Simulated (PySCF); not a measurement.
SMILES Oc1cccc([SeH])c1 (C6H6OSe), singlet at its GFN2-xTB optimised geometry (Å):

```
14

O     -1.8171    -2.2728    -0.0002
C     -1.1838    -1.0710     0.0000
C     -1.8776     0.1340     0.0001
C     -1.1818     1.3303     0.0001
C      0.1993     1.3396     0.0000
C      0.8882     0.1331     0.0000
Se     2.8025     0.1810     0.0002
C      0.2067    -1.0710     0.0000
H     -2.7729    -2.1409     0.0000
H     -2.9593     0.1319     0.0001
H     -1.7249     2.2635     0.0001
H      0.7449     2.2728     0.0000
H      2.9593    -1.2560     0.0001
H      0.7261    -2.0177     0.0000
```

Calculation: PBE/def2-TZVP in PySCF. Cells within 0.4 Å of a nucleus heavier than hydrogen are left out (blank, or x).

Map of the deformation density (molecule minus spherical neutral atoms) (e/bohr³) on the plane z = 0.0 Å:

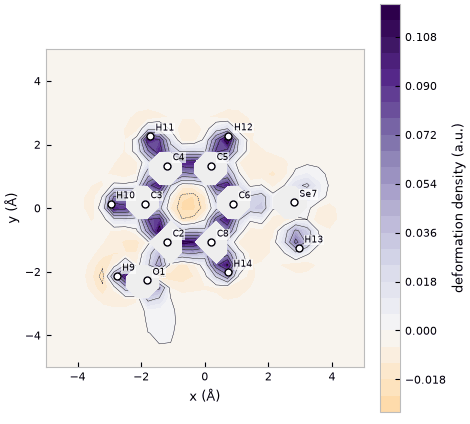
Fig. 1. Deformation density (molecule minus spherical neutral atoms) (e/bohr³) on the plane z = 0.0 Å.
